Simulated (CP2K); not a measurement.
# C5H12Si (vinyltrimethylsilane): GFN2-xTB

What is the energy change on altering one bond length of C5H12Si (vinyltrimethylsilane) at GFN2-xTB? 

Program for the calculation: CP2K 2026.2.

5 further runs of the same task are left out: 5 set aside as unsound or not needed.

## (1) The structure to begin with

C5H12Si has 18 atoms, charge 0, and is taken as a singlet. As SMILES, `C=C[Si](C)(C)C`. The shape is that of a PBE0-D4/def2-TZVP optimisation. This is one conformer, not always the lowest.

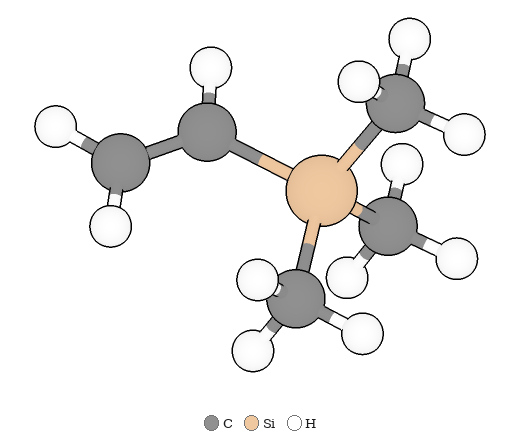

Viewed from a chosen angle; carbon grey, silicon light orange, hydrogen white.

## (2) The energy at GFN2-xTB

molecule.xyz reads:

```xyz
18

C     -2.463470    -0.560850     0.441110
C     -1.600000     0.041460    -0.372240
Si     0.250010     0.097990    -0.111240
C      0.693770    -0.817270     1.461280
C      0.791320     1.889350     0.012330
C      1.095130    -0.702450    -1.581740
H     -3.533840    -0.570330     0.252000
H     -2.138230    -1.076560     1.340760
H     -2.008990     0.536650    -1.254490
H      0.218540    -0.365270     2.335650
H      1.775050    -0.792910     1.621980
H      0.389440    -1.865980     1.413780
H      0.321910     2.383320     0.866720
H      1.875770     1.963820     0.132240
H      0.516990     2.446350    -0.887640
H      0.807560    -1.752570    -1.676110
H      0.825840    -0.197420    -2.513330
H      2.183160    -0.657310    -1.481070
```

gas.inp reads:

```
&GLOBAL
   PROJECT_NAME gas
   RUN_TYPE ENERGY
   PRINT_LEVEL MEDIUM
&END GLOBAL

&FORCE_EVAL
   METHOD QUICKSTEP
   &DFT
      &QS
         METHOD XTB
         EPS_DEFAULT 1.0E-10
         &XTB
            GFN_TYPE TBLITE
            &TBLITE
               METHOD GFN2
            &END TBLITE
            CHECK_ATOMIC_CHARGES F
         &END XTB
      &END QS
      &POISSON
         PERIODIC NONE
         POISSON_SOLVER ANALYTIC
      &END POISSON
      &SCF
         SCF_GUESS ATOMIC
         EPS_SCF 1.0E-06
         MAX_SCF 150
         ADDED_MOS 2
         &DIAGONALIZATION
            ALGORITHM STANDARD
         &END DIAGONALIZATION
         &MIXING
            METHOD DIRECT_P_MIXING
            ALPHA 0.4
         &END MIXING
      &END SCF
      &PRINT
         &MOMENTS
            PERIODIC F
            REFERENCE COM
            MAX_MOMENT 1
         &END MOMENTS
         &MO ON
            ENERGIES T
            OCCUPATION_NUMBERS T
            NDIGITS 6
            &EACH
               QS_SCF 0
            &END EACH
            ADD_LAST NUMERIC
         &END MO
         &HIRSHFELD OFF
         &END HIRSHFELD
      &END PRINT
   &END DFT
   &SUBSYS
      &CELL
         ABC 21.7 20.3 20.8
         PERIODIC NONE
      &END CELL
      &TOPOLOGY
         COORD_FILE_NAME molecule.xyz
         COORD_FILE_FORMAT XYZ
         &CENTER_COORDINATES
         &END CENTER_COORDINATES
      &END TOPOLOGY
   &END SUBSYS
&END FORCE_EVAL
```

On the command line:

```bash
OMP_NUM_THREADS=1 cp2k.psmp gas.inp > gas.out
```

What it wrote:

```text
CP2K| version string:                                       CP2K version 2026.2
[...]
 GLOBAL| Method name                                                        CP2K
[...]
 GLOBAL| Run type                                                         ENERGY
[...]
                             - Atoms:                                         18
[...]
                             - Spherical basis functions:                     41
[...]
 Number of electrons:                                                         36
[...]
  *** SCF run converged in    17 steps ***
[...]
  Fermi energy:                                                -0.25210050840772
[...]
 TB_DIPOLE| Moment [Debye]          0.19965246       0.05849946      -0.05681664
 TB_DIPOLE| Derivative [a.u.]       0.00000000       0.00000000       0.00000000
[...]
 ENERGY| Total FORCE_EVAL ( QS ) energy [hartree]            -18.485848389080132
[...]
```

Run time: 1.2 s. Hardware: 1 thread of Intel Xeon at 2.70GHz, shared host; peak memory 0.19 GiB.

## (3) The distorted shape, same level

molecule.xyz reads:

```xyz
18

C     -2.098279     0.697586     0.498109
C     -1.234809     1.299896    -0.315241
Si     0.615201     1.356426    -0.054241
C      1.058961     0.441166     1.518279
C      1.156511     3.147786     0.069329
C      1.460321     0.555986    -1.524741
H     -3.168649     0.688106     0.308999
H     -1.773039     0.181876     1.397759
H     -1.643799     1.795086    -1.197491
H      0.583731     0.893166     2.392649
H      2.140241     0.465526     1.678979
H      0.389440    -1.865980     1.413780
H      0.687101     3.641756     0.923719
H      2.240961     3.222256     0.189239
H      0.882181     3.704786    -0.830641
H      1.172751    -0.494134    -1.619111
H      1.191031     1.061016    -2.456331
H      2.548351     0.601126    -1.424071
```

qs.inp reads:

```
&GLOBAL
   PROJECT qs
   RUN_TYPE ENERGY
   PRINT_LEVEL MEDIUM
&END GLOBAL

&FORCE_EVAL
   METHOD QUICKSTEP
   &DFT
      &QS
         METHOD XTB
         EPS_DEFAULT 1.0E-10
         &XTB
            GFN_TYPE TBLITE
            &TBLITE
               METHOD GFN2
            &END TBLITE
            CHECK_ATOMIC_CHARGES F
         &END XTB
      &END QS
      &POISSON
         PERIODIC NONE
         POISSON_SOLVER ANALYTIC
      &END POISSON
      &SCF
         SCF_GUESS ATOMIC
         EPS_SCF 1.0E-06
         MAX_SCF 150
         ADDED_MOS 2
         &DIAGONALIZATION
            ALGORITHM STANDARD
         &END DIAGONALIZATION
         &MIXING
            METHOD DIRECT_P_MIXING
            ALPHA 0.4
         &END MIXING
      &END SCF
      &PRINT
         &MOMENTS
            PERIODIC F
            REFERENCE COM
            MAX_MOMENT 1
         &END MOMENTS
         &MO ON
            ENERGIES T
            OCCUPATION_NUMBERS T
            NDIGITS 6
            &EACH
               QS_SCF 0
            &END EACH
            ADD_LAST NUMERIC
         &END MO
         &HIRSHFELD OFF
         &END HIRSHFELD
      &END PRINT
   &END DFT
   &SUBSYS
      &CELL
         ABC 21.7 21.6 20.8
         PERIODIC NONE
      &END CELL
      &TOPOLOGY
         COORD_FILE_NAME molecule.xyz
         COORD_FILE_FORMAT XYZ
         &CENTER_COORDINATES
         &END CENTER_COORDINATES
      &END TOPOLOGY
   &END SUBSYS
&END FORCE_EVAL
```

On the command line:

```bash
OMP_NUM_THREADS=1 cp2k.psmp qs.inp > qs.out
```

What it wrote:

```text
CP2K| version string:                                       CP2K version 2026.2
[...]
 GLOBAL| Method name                                                        CP2K
[...]
 GLOBAL| Run type                                                         ENERGY
[...]
                             - Atoms:                                         18
[...]
                             - Spherical basis functions:                     41
[...]
 Number of electrons:                                                         36
[...]
  *** SCF run converged in    22 steps ***
[...]
  Fermi energy:                                                -0.35089356519107
[...]
 TB_DIPOLE| Moment [Debye]          0.53044715       1.75217381      -0.12902795
 TB_DIPOLE| Derivative [a.u.]       0.00000000       0.00000000       0.00000000
[...]
 ENERGY| Total FORCE_EVAL ( QS ) energy [hartree]            -18.325804149468912
[...]
```

Run time: 1.3 s. Hardware: 1 thread of Intel Xeon at 2.70GHz, shared host; peak memory 0.19 GiB.

## (4) Results

At GFN2-xTB:

```
                                                          quantity          value
                                         first shape: total energy   -18.48585 Eh
            first shape: dipole moment (from atomic charges alone)         0.22 D
                                          first shape: HOMO energy      -10.47 eV
                                          first shape: LUMO energy       -5.98 eV
                                        first shape: HOMO–LUMO gap        4.49 eV
                                    first shape: dispersion energy  -30.20 kJ/mol
                                     distorted shape: total energy   -18.32580 Eh
        distorted shape: dipole moment (from atomic charges alone)         1.84 D
                                      distorted shape: HOMO energy      -10.26 eV
                                      distorted shape: LUMO energy       -8.83 eV
                                    distorted shape: HOMO–LUMO gap        1.43 eV
                                distorted shape: dispersion energy  -31.93 kJ/mol
energy change with the C4–H12 bond stretched from 1.093 to 2.405 Å       4.355 eV
```

In words: One bond (distorted shape) is far stretched, which a spin-restricted single reference describes badly. With the C4–H12 bond stretched from 1.093 to 2.405 Å the energy rises by 4.36 eV (100 kcal/mol). The first shape isn't relaxed at this level, so the change isn't measured from a minimum. A restricted reference can't describe the breaking bond well at this length. The dipole (first shape) comes from point charges on the atoms alone, without atomic dipoles, so it is partial. The dipole (distorted shape) comes from point charges on the atoms alone, without atomic dipoles, so it is partial.
